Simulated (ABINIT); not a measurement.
# AlN (P6_3mc): G0W0 with ABINIT, start to end, part 2 of 3

Aim: the G0W0 gap of AlN (P6_3mc) on PBE, step by step.

ABINIT 10.8.3; PBE and many-body steps on it, plane waves. Known limits of the many-body steps: not at the basis limit.

So far. Step 2 (Ground state): The gap is direct, at Γ.

The database entry behind the starting cell differs from later determinations by our own check (inner coordinate u about 0.002 short), so it need not match the best structure at ambient conditions.

**3. Bands along the symmetry lines**

Level of this step: DFT, PBE, plane waves, norm-conserving pseudopotentials (ABINIT).

The cheap functional maps the bands first; the places of the edges decide which points the dearer methods must see.

run.abi

```
acell 3*1.0 Angstrom
rprim 
  3.113000000011 -0.000000000003 0.000000000000
  -1.556500000003 2.695937081992 0.000000000000
  0.000000000000 0.000000000000 4.981000000000
ntypat 2
znucl 13 7
natom 4
typat 1 1 2 2
xred 
  0.333333333333 0.666666666667 0.000000000000
  0.666666666667 0.333333333333 0.500000000000
  0.333333333333 0.666666666667 0.380000000000
  0.666666666667 0.333333333333 0.880000000000
pp_dirpath "pseudos"
pseudos "Al.upf, N.upf"
ecut 36
iscf -2
irdden 1
kptopt 0
nkpt 75
kpt 
  0.00000000 0.00000000 0.00000000
  0.06250000 0.00000000 0.00000000
  0.12500000 0.00000000 0.00000000
  0.18750000 0.00000000 0.00000000
  0.25000000 0.00000000 0.00000000
  0.31250000 0.00000000 0.00000000
  0.37500000 0.00000000 0.00000000
  0.43750000 0.00000000 0.00000000
  0.50000000 0.00000000 0.00000000
  0.47916667 0.04166667 0.00000000
  0.45833333 0.08333333 0.00000000
  0.43750000 0.12500000 0.00000000
  0.41666666 0.16666666 0.00000000
  0.39583333 0.20833333 0.00000000
  0.37500000 0.25000000 0.00000000
  0.35416666 0.29166666 0.00000000
  0.33333333 0.33333333 0.00000000
  0.29166666 0.29166666 0.00000000
  0.25000000 0.25000000 0.00000000
  0.20833333 0.20833333 0.00000000
  0.16666666 0.16666666 0.00000000
  0.12500000 0.12500000 0.00000000
  0.08333333 0.08333333 0.00000000
  0.04166667 0.04166667 0.00000000
  0.00000000 0.00000000 0.00000000
  0.00000000 0.00000000 0.06250000
  0.00000000 0.00000000 0.12500000
  0.00000000 0.00000000 0.18750000
  0.00000000 0.00000000 0.25000000
  0.00000000 0.00000000 0.31250000
  0.00000000 0.00000000 0.37500000
  0.00000000 0.00000000 0.43750000
  0.00000000 0.00000000 0.50000000
  0.06250000 0.00000000 0.50000000
  0.12500000 0.00000000 0.50000000
  0.18750000 0.00000000 0.50000000
  0.25000000 0.00000000 0.50000000
  0.31250000 0.00000000 0.50000000
  0.37500000 0.00000000 0.50000000
  0.43750000 0.00000000 0.50000000
  0.50000000 0.00000000 0.50000000
  0.47916667 0.04166667 0.50000000
  0.45833333 0.08333333 0.50000000
  0.43750000 0.12500000 0.50000000
  0.41666666 0.16666666 0.50000000
  0.39583333 0.20833333 0.50000000
  0.37500000 0.25000000 0.50000000
  0.35416666 0.29166666 0.50000000
  0.33333333 0.33333333 0.50000000
  0.29166666 0.29166666 0.50000000
  0.25000000 0.25000000 0.50000000
  0.20833333 0.20833333 0.50000000
  0.16666666 0.16666666 0.50000000
  0.12500000 0.12500000 0.50000000
  0.08333333 0.08333333 0.50000000
  0.04166667 0.04166667 0.50000000
  0.00000000 0.00000000 0.50000000
  0.50000000 0.00000000 0.50000000
  0.50000000 0.00000000 0.43750000
  0.50000000 0.00000000 0.37500000
  0.50000000 0.00000000 0.31250000
  0.50000000 0.00000000 0.25000000
  0.50000000 0.00000000 0.18750000
  0.50000000 0.00000000 0.12500000
  0.50000000 0.00000000 0.06250000
  0.50000000 0.00000000 0.00000000
  0.33333333 0.33333333 0.50000000
  0.33333333 0.33333333 0.43750000
  0.33333333 0.33333333 0.37500000
  0.33333333 0.33333333 0.31250000
  0.33333333 0.33333333 0.25000000
  0.33333333 0.33333333 0.18750000
  0.33333333 0.33333333 0.12500000
  0.33333333 0.33333333 0.06250000
  0.33333333 0.33333333 0.00000000
istwfk *1
nband 19
nbdbuf 6
tolwfr 1e-07
nstep 50
prtwf 0
prtvol 0
indata_prefix "in"
outdata_prefix "out"
tmpdata_prefix "tmp"
```

Command:

```
$ OMP_NUM_THREADS=1 mpirun -n 4 abinit run.abi > log
```

Numbers of over 12 decimals in the logs are rounded to 6 here.

Log:

```text
.Version 10.8.3 of ABINIT. v10.8.2 released Aug 2026.

 Symmetries : space group P6_3 m c (#186); Bravais hP (primitive hexag.)
[... echo of the input left out ...]
== DATASET  1 ==================================================================
-   mpi_nproc: 4, omp_nthreads: 1 (-1 if OMP is not activated)

--- !DatasetInfo
iteration_state: {dtset: 1, }
dimensions: {natom: 4, nkpt: 75, mband: 19, nsppol: 1, nspinor: 1, nspden: 1, mpw: 2937, }
cutoff_energies: {ecut:  36.0, pawecutdg:  -1.0, }
electrons: {nelect:   1.60000000E+01, charge:   0.00000000E+00, occopt:   1.00000000E+00, tsmear:   1.00000000E-02, }

 Real(R)+Recip(G) space primitive vectors, cartesian coordinates (Bohr,Bohr^-1):
 R(1)=  5.8827174  0.0000000  0.0000000  G(1)=  0.1699895  0.0981435  0.0000000
 R(2)= -2.9413587  5.0945827  0.0000000  G(2)=  0.0000000  0.1962869  0.0000000
 R(3)=  0.0000000  0.0000000  9.4127258  G(3)=  0.0000000  0.0000000  0.1062392
 Unit cell volume ucvol=  2.8209931E+02 bohr^3
 Angles (23,13,12)=  9.00000000E+01  9.00000000E+01  1.20000000E+02 degrees

 getcut: wavevector=  0.0000  0.0000  0.0000  ngfft=  32  32  54
         ecut(hartree)=     36.000   => boxcut(ratio)=   2.01398

--- Pseudopotential description ------------------------------------------------
- Al Generated using ONCVPSP code by D. R. Hamann
- 13.00000   3.00000  171031                  znucl, zion, pspdat
12 -101130 2 -1 1876                          pspcod,pspxc,lmax,lloc,mmax
     nproj     2     2     2
  pspatm : epsatm=    4.08140545
         --- l  ekb(1:nproj) -->
             0    5.126667    0.728291
             1    7.287548    0.832437
             2   -2.770497   -0.637722
 pspatm: atomic psp has been read  and splines computed

- N Generated using ONCVPSP code by D. R. Hamann
-  7.00000   5.00000  171031                  znucl, zion, pspdat
12 -101130 1 -1 1058                          pspcod,pspxc,lmax,lloc,mmax
     nproj     2     2     0
  pspatm : epsatm=    5.20977870
         --- l  ekb(1:nproj) -->
[...]
pspatm: atomic psp has been read  and splines computed

--------------------------------------------------------------------------------

================================================================================
 prteigrs : about to open file out_EIG
 Non-SCF case, kpt    1 (  0.00000  0.00000  0.00000), residuals and eigenvalues=
  1.20E-08  9.49E-08  8.91E-08  2.07E-08  3.40E-08  5.82E-08  8.24E-08  3.48E-08
  9.08E-09  2.99E-08  3.61E-08  4.49E-08  9.69E-08  7.15E-08  5.79E-08  3.96E-08
[...]
-3.6127E-01 -2.8223E-01 -2.4254E-02  1.6476E-01  1.6476E-01  1.8869E-01
  1.8869E-01  1.9530E-01  3.5040E-01  4.4063E-01  5.8456E-01  6.0656E-01
  6.0656E-01  6.7958E-01  6.7973E-01  6.7973E-01  7.2946E-01  7.2946E-01
  7.3973E-01
 Non-SCF case, kpt    2 (  0.06250  0.00000  0.00000), residuals and eigenvalues=
[...]
7.7248E-01
 Non-SCF case, kpt    3 (  0.12500  0.00000  0.00000), residuals and eigenvalues=
[...]
8.0526E-01
[...]
Non-SCF case, kpt   74 (  0.33333  0.33333  0.06250), residuals and eigenvalues=
[...]
8.8144E-01
 Non-SCF case, kpt   75 (  0.33333  0.33333  0.00000), residuals and eigenvalues=
[...]
1.0816E-01  1.0816E-01  3.8180E-01  5.0314E-01  5.5167E-01  5.5167E-01
  6.1993E-01  6.1993E-01  6.7792E-01  7.3407E-01  7.3407E-01  8.8212E-01
  8.8705E-01

--- !ResultsGS
iteration_state: {dtset: 1, }
comment   : Summary of ground state results
lattice_vectors:
- [  5.8827174,  -0.0000000,   0.0000000, ]
- [ -2.9413587,   5.0945827,   0.0000000, ]
- [  0.0000000,   0.0000000,   9.4127258, ]
lattice_lengths: [   5.88272,    5.88272,    9.41273, ]
lattice_angles: [ 90.000,  90.000, 120.000, ] # degrees, (23, 13, 12)
lattice_volume:   2.8209931E+02
convergence: {deltae:  0.000E+00, res2:  0.000E+00, residm:  9.989E-08, diffor:  0.000E+00, }
etotal    :  -2.55880884E+01
entropy   :   0.00000000E+00
fermie    :   1.95302428E-01
cartesian_stress_tensor: null
pressure_GPa: null
xred      :
- [  3.3333E-01,   6.6667E-01,   1.1102E-16, Al]
- [  6.6667E-01,   3.3333E-01,   5.0000E-01, Al]
- [  3.3333E-01,   6.6667E-01,   3.8000E-01,  N]
- [  6.6667E-01,   3.3333E-01,   8.8000E-01,  N]
cartesian_forces: null
force_length_stats: {min: null, max: null, mean: null, }

 Integrated electronic density in atomic spheres:
 ------------------------------------------------
 Atom  Sphere_radius  Integrated_density
[...]
================================================================================

 ----iterations are completed or convergence reached----

 Mean square residual over all n,k,spin=   44.902E-09; max=  99.889E-09
 reduced coordinates (array xred) for    4 atoms
[...]
cartesian coordinates (angstrom) at end:
    1      1.67e-12     1.797291     0.000000
    2      1.556500     0.898646     2.490500
    3      1.67e-12     1.797291     1.892780
    4      1.556500     0.898646     4.383280
 length scales=  1.889726125908  1.889726125908  1.889726125908 bohr
              =  1.000000000000  1.000000000000  1.000000000000 angstroms
 prteigrs : about to open file out_EIG
 Eigenvalues (hartree) for nkpt=  75  k points:
 kpt#   1, nband= 19, wtk=  1.00000, kpt=  0.0000  0.0000  0.0000 (reduced coord)
[...]
kpt#   2, nband= 19, wtk=  1.00000, kpt=  0.0625  0.0000  0.0000 (reduced coord)
[...]
kpt#   3, nband= 19, wtk=  1.00000, kpt=  0.1250  0.0000  0.0000 (reduced coord)
[...]
kpt#  74, nband= 19, wtk=  1.00000, kpt=  0.3333  0.3333  0.0625 (reduced coord)
[...]
0.73645    0.88113    0.88144
 kpt#  75, nband= 19, wtk=  1.00000, kpt=  0.3333  0.3333  0.0000 (reduced coord)
  -0.26958   -0.26958    0.01933    0.05738    0.05738    0.10651    0.10816    0.10816
   0.38180    0.50314    0.55167    0.55167    0.61993    0.61993    0.67792    0.73407
   0.73407    0.88212    0.88705

== END DATASET(S) ==============================================================
================================================================================

 -outvars: echo values of variables after computation  --------
            nband          19
             nkpt          75
          spgroup         186
 [... the other variables as echoed above ...]

 Calculation completed.
```

Run time: 11 s. Hardware: 4 MPI ranks of Arm Neoverse V1, shared host; peak memory 0.3 GiB; 45 s of CPU time.

This step gave:

* gap: 4.220 eV
* k of the valence top: 0, 0, 0
* k of the conduction bottom: 0, 0, 0
* least direct gap: 4.220 eV

The gap is 4.220 eV, as in the run before at this level.

Electronic bands along the path, in eV, zero at the top of the highest filled band; v1 is the highest filled band, c1 the lowest empty one:

| point | v4 | v3 | v2 | v1 | c1 | c2 | c3 | c4 |
| --- | --- | --- | --- | --- | --- | --- | --- | --- |
| Γ | -0.83 | -0.18 | -0.18 | 0.00 | 4.22 | 6.68 | 10.59 | 11.19 |
| M | -3.33 | -2.06 | -1.77 | -0.66 | 5.83 | 5.84 | 8.21 | 10.30 |
| K | -3.75 | -2.42 | -2.37 | -2.37 | 5.07 | 8.38 | 9.70 | 9.70 |
| Γ | -0.83 | -0.18 | -0.18 | 0.00 | 4.22 | 6.68 | 10.59 | 11.19 |
| A | -0.51 | -0.51 | -0.51 | -0.51 | 6.47 | 6.47 | 10.35 | 10.35 |
| L | -1.44 | -1.44 | -1.35 | -1.35 | 5.34 | 5.34 | 9.32 | 9.32 |
| H | -3.83 | -3.83 | -0.78 | -0.78 | 7.44 | 7.44 | 7.88 | 7.88 |
| A | -0.51 | -0.51 | -0.51 | -0.51 | 6.47 | 6.47 | 10.35 | 10.35 |
| jump to L | -1.44 | -1.44 | -1.35 | -1.35 | 5.34 | 5.34 | 9.32 | 9.32 |
| M | -3.33 | -2.06 | -1.77 | -0.66 | 5.83 | 5.84 | 8.21 | 10.30 |
| jump to H | -3.83 | -3.83 | -0.78 | -0.78 | 7.44 | 7.44 | 7.88 | 7.88 |
| K | -3.75 | -2.42 | -2.37 | -2.37 | 5.07 | 8.38 | 9.70 | 9.70 |

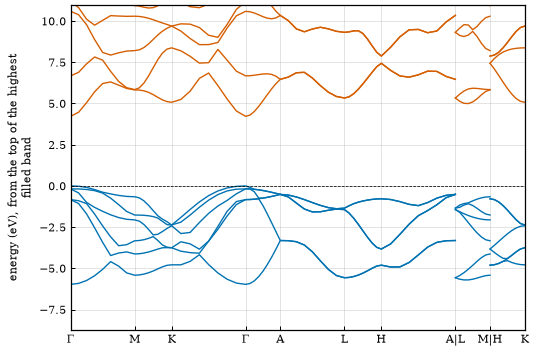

Electronic bands along the path; lines of filled and empty bands in two colours.

**4. Empty states on the mesh, 6×6×4 mesh, 775 bands**

The sums over transitions need many empty states on a uniform mesh; this step solves for them.

run.abi

```
acell 3*1.0 Angstrom
rprim 
  3.113000000011 -0.000000000003 0.000000000000
  -1.556500000003 2.695937081992 0.000000000000
  0.000000000000 0.000000000000 4.981000000000
ntypat 2
znucl 13 7
natom 4
typat 1 1 2 2
xred 
  0.333333333333 0.666666666667 0.000000000000
  0.666666666667 0.333333333333 0.500000000000
  0.333333333333 0.666666666667 0.380000000000
  0.666666666667 0.333333333333 0.880000000000
pp_dirpath "pseudos"
pseudos "Al.upf, N.upf"
ecut 36
ngkpt 6 6 4
nshiftk 1
shiftk 0 0 0
kptopt 1
chksymbreak 0
irdden 1
istwfk *1
nband 775
prtvol 0
optdriver 6
gwr_task "HDIAGO"
paral_kgb 0
occopt 1
indata_prefix "in"
outdata_prefix "out"
tmpdata_prefix "tmp"
```

Log:

```text
[banner, memory and clock lines left out]
.Version 10.8.3 of ABINIT. v10.8.2 released Aug 2026.

 Symmetries : space group P6_3 m c (#186); Bravais hP (primitive hexag.)
[... echo of the input left out ...]
== DATASET  1 ==================================================================
-   mpi_nproc: 4, omp_nthreads: 1 (-1 if OMP is not activated)

--- !DatasetInfo
iteration_state: {dtset: 1, }
dimensions: {natom: 4, nkpt: 21, mband: 775, nsppol: 1, nspinor: 1, nspden: 1, mpw: 2934, }
cutoff_energies: {ecut:  36.0, pawecutdg:  -1.0, }
electrons: {nelect:   1.60000000E+01, charge:   0.00000000E+00, occopt:   1.00000000E+00, tsmear:   1.00000000E-02, }

.Using double precision arithmetic; gwpc =  8

- Reading GS density from: in_DEN

--- Pseudopotential description ------------------------------------------------
- Al Generated using ONCVPSP code by D. R. Hamann
- 13.00000   3.00000  171031                  znucl, zion, pspdat
12 -101130 2 -1 1876                          pspcod,pspxc,lmax,lloc,mmax
     nproj     2     2     2
  pspatm : epsatm=    4.08140545
         --- l  ekb(1:nproj) -->
             0    5.126667    0.728291
             1    7.287548    0.832437
             2   -2.770497   -0.637722
 pspatm: atomic psp has been read  and splines computed

- N Generated using ONCVPSP code by D. R. Hamann
-  7.00000   5.00000  171031                  znucl, zion, pspdat
12 -101130 1 -1 1058                          pspcod,pspxc,lmax,lloc,mmax
     nproj     2     2     0
  pspatm : epsatm=    5.20977870
         --- l  ekb(1:nproj) -->
             0    7.494509    0.636305
             1   -4.293905   -1.006988
 pspatm: atomic psp has been read  and splines computed

   2.97317893E+02                                ecore*ucvol(ha*bohr**3)

 Total charge density [el/Bohr^3]
)     Maximum=    5.3940E-01  at reduced coord.    0.7813    0.4063    0.8889
)     Minimum=    1.6705E-03  at reduced coord.    0.3125    0.6563    0.0000
   Integrated=    1.6000E+01

 === KS gaps after direct diagonalization ===
 Direct band gap semiconductor
 Fundamental gap:     4.220 (eV)
   VBM:     5.314 (eV) at k: [ 0.0000E+00,  0.0000E+00,  0.0000E+00]
   CBM:     9.535 (eV) at k: [ 0.0000E+00,  0.0000E+00,  0.0000E+00]
 Direct gap:         4.220 (eV) at k: [ 0.0000E+00,  0.0000E+00,  0.0000E+00]

== END DATASET(S) ==============================================================

 -outvars: echo values of variables after computation  --------
           etotal      0.0000000000E+00
            nband         775
             nkpt          21
          spgroup         186
 [... the other variables as echoed above ...]

 Calculation completed.
```

It took 2.1 min on 4 MPI ranks; peak memory 2.2 GiB.

This step gave:

* gap: 4.220 eV
* k of the valence top: 0, 0, 0
* k of the conduction bottom: 0, 0, 0
* least direct gap: 4.220 eV
* k points computed: 21
* lowest point of the top converged band, above the valence top: 382.1732 eV

On this mesh the gap is 4.220 eV.

**5. Screening, 6×6×4 mesh, 360 bands, screening to 300.4 eV**

The RPA dielectric matrix is built and inverted for each q.

This step: RPA screening on PBE, plane waves, norm-conserving pseudopotentials.

run.abi: that of step 4 with these lines changed.

```diff
@@ -22,10 +22,11 @@
 chksymbreak 0
-irdden 1
 istwfk *1
-nband 775
-prtvol 0
-optdriver 6
-gwr_task "HDIAGO"
-paral_kgb 0
 occopt 1
+irdwfk 1
+optdriver 3
+nband 360
+ecuteps 11.04
+inclvkb 2
+awtr 1
+symchi 1
 indata_prefix "in"
```

Log:

```text
.Version 10.8.3 of ABINIT. v10.8.2 released Aug 2026.

 Symmetries : space group P6_3 m c (#186); Bravais hP (primitive hexag.)
[... echo of the input left out ...]
== DATASET  1 ==================================================================
-   mpi_nproc: 4, omp_nthreads: 1 (-1 if OMP is not activated)

--- !DatasetInfo
iteration_state: {dtset: 1, }
dimensions: {natom: 4, nkpt: 21, mband: 360, nsppol: 1, nspinor: 1, nspden: 1, mpw: 2934, }
cutoff_energies: {ecut:  36.0, pawecutdg:  -1.0, }
electrons: {nelect:   1.60000000E+01, charge:   0.00000000E+00, occopt:   1.00000000E+00, tsmear:   1.00000000E-02, }

 SCREENING: Calculation of the susceptibility and dielectric matrices

 Based on a program developped by R.W. Godby, V. Olevano, G. Onida, and L. Reining.
 Incorporated in ABINIT by V. Olevano, G.-M. Rignanese, and M. Torrent.
.Using double precision arithmetic ; gwpc =  8

[... cell and pseudopotentials left out ...]
--------------------------------------------------------------------------------

 ==== K-mesh for the wavefunctions ====
 Number of points in the irreducible wedge :    21
[... list of points left out ...]
 Together with 12 symmetry operations and time-reversal symmetry
 yields   144 points in the full Brillouin Zone.

 ==== Q-mesh for the screening function ====
 Number of points in the irreducible wedge :    21
[... list of points left out ...]
 Together with 12 symmetry operations and time-reversal symmetry
 yields   144 points in the full Brillouin Zone.

 setmesh: FFT mesh size selected  =    24x   24x   40
          total number of points  =        23040

 vcoul_init : cutoff-mode = AUXILIARY_FUNCTION
 q-points for optical limit:   1
     1)      0.000010    0.000020    0.000030

- screening: taking advantage of time-reversal symmetry
- Maximum band index for partially occupied states nbvw = 8
- Remaining bands to be divided among processors   nbcw = 352
- Number of bands treated by each node ~88

 Number of electrons calculated from density =   16.0000; Expected =   16.0000
 average of density, n =  0.056718
 r_s =    1.6146
 omega_plasma =   22.9728 [eV]

 calculating chi0 at frequencies [eV] :
  1    0.000000E+00    0.000000E+00
  2    0.000000E+00    2.297283E+01

--------------------------------------------------------------------------------
  q-point number  1        q = ( 0.000000, 0.000000, 0.000000) [r.l.u.]
--------------------------------------------------------------------------------
[... chi0 elements left out ...]
 For q-point:  0.000010 0.000020 0.000030
  dielectric constant =   4.2122
  dielectric constant without local fields =   4.6430

  Average fulfillment of the sum rule on Im[epsilon] for q-point    1 :     96.18  [%]
[... wings left out ...]
  q-point number  2        q = ( 0.166667, 0.000000, 0.000000) [r.l.u.]
--------------------------------------------------------------------------------
[... chi0 elements left out ...]
  Average fulfillment of the sum rule on Im[epsilon] for q-point    2 :     98.13  [%]

 [... 19 further q-points ...]
```

The job ended after 17 min (4 MPI ranks; peak memory 3.8 GiB; 67 min of CPU time).

This step gave:

- ε∞ with local fields, on this mesh, along the program's q direction: 4.212
- the same without local fields: 4.643
- plasma frequency: 22.97 eV
- plane waves in the screening matrix: 513

Local fields lower ε∞ by 9 %.

(Continued in part 3 of 3.)

[Paths, hosts, dates, memory and timing lines, banners, echoed tables and standing remarks are left out of the program output.]

[Logs are printed without paths, hosts, clocks, repeated set-up lines and the standing remarks that a program may print on its own settings, such as how far it seeks lower states.]

[Runs of the session that timed out or met a known fault of the program may be left out.]

[Hosts, paths, dates, database ids (printed as entryN), source tags and the programs' standing remarks are cut or masked in the printed files.]

[G0W0 gaps are taken among the corrected bands and points alone; a level outside them can change the order at an edge.]

[Where Ansatz stands beside ABINIT at settings called matched, ABINIT's density can come from a denser mesh and the files from another edition; pairs whose starting gaps differed by over 0.03 eV were left out, so agreement reads better than it is.]
